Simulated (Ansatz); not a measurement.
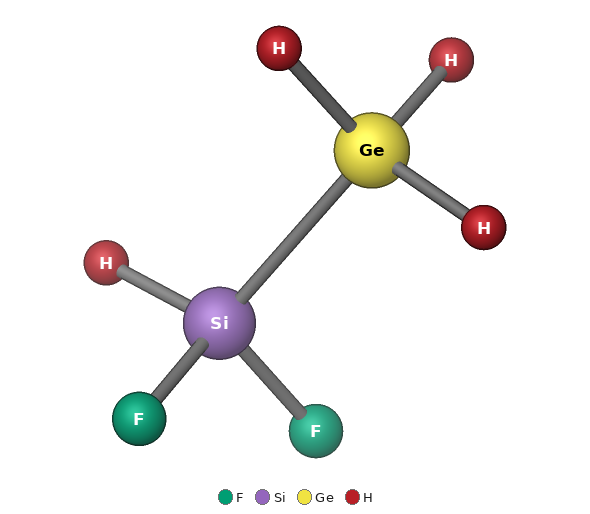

The computed structure is the end point of a PBE0-D4/def2-TZVP optimisation.

Give the formula.

Answer. F2GeH4Si, 8 atoms: 2 fluorine, 1 germanium, 4 hydrogen and 1 silicon.

Give the symmetry (Schoenflies symbol).

Answer. Cs.

Name functional groups in it.

Answer. Among them: Si–H bond.

The parts below concern this one geometry. Atoms keep their numbers from picture to picture.

Vibrations

Harmonic vibrations computed with RKS PBE0-D4/def2-TZVP (Ansatz 0.2.0) at a stationary point of the same level.

List the wavenumbers.

Answer. 18 modes: 75, 138, 182, 301, 363, 457, 489, 772, 815, 831, 873, 877, 890, 945, 2155, 2163, 2169, 2248 cm⁻¹.

Thermal motion

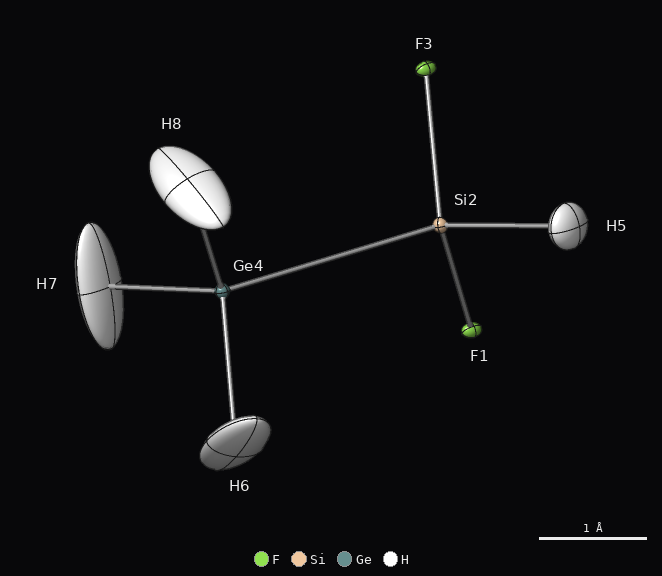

Displacement ellipsoids at the 50 % level, from the internal vibrations of the free molecule (harmonic, no overall translation or rotation; no half-axis is drawn under 0.075 Å). Vibrations computed with RKS PBE0-D4/def2-TZVP (Ansatz 0.2.0). Temperature: 100 K.

Give the displacement parameters, one line for each set of equivalent atoms.

```csv
atom,U_eq (Å²),rms amplitudes (Å)
"F1, F3",0.0024,"0.030, 0.040, 0.069"
Si2,0.0011,"0.030, 0.035, 0.036"
Ge4,0.00024,"0.006, 0.013, 0.023"
H5,0.0179,"0.091, 0.144, 0.157"
"H6, H8",0.0658,"0.089, 0.183, 0.395"
H7,0.0670,"0.087, 0.186, 0.398"
```

Dipole moment

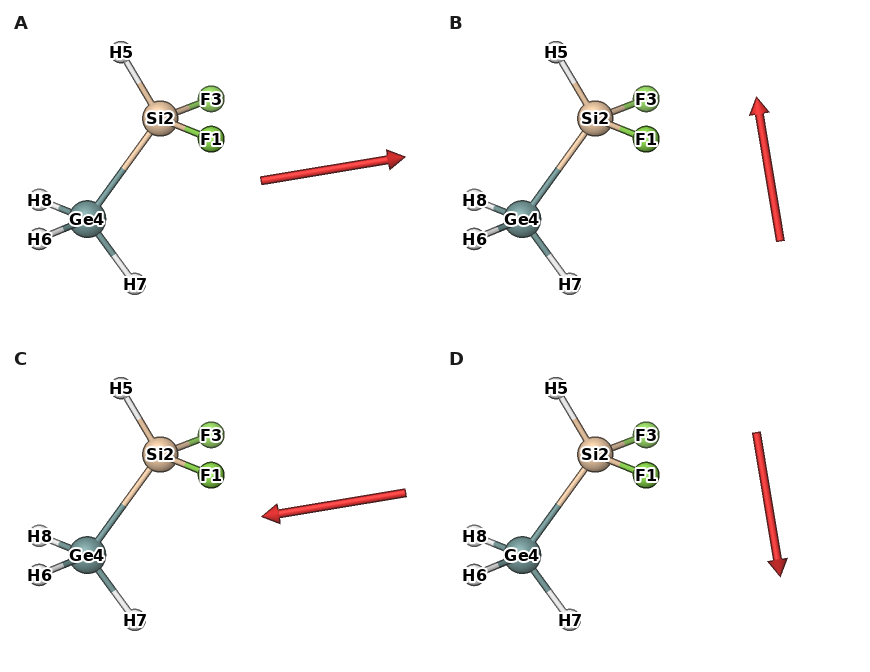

The same molecule four times, each with an arrow. Level of theory: RKS ωB97M-V/def2-TZVPP (Ansatz 0.2.0).

Which arrow points along the dipole moment, from the negative to the positive end?

Answer. C. The dipole moment is 1.54 D; it points from the side of F1, F3 to the side of H6, H8 (the outermost atoms at the two ends).
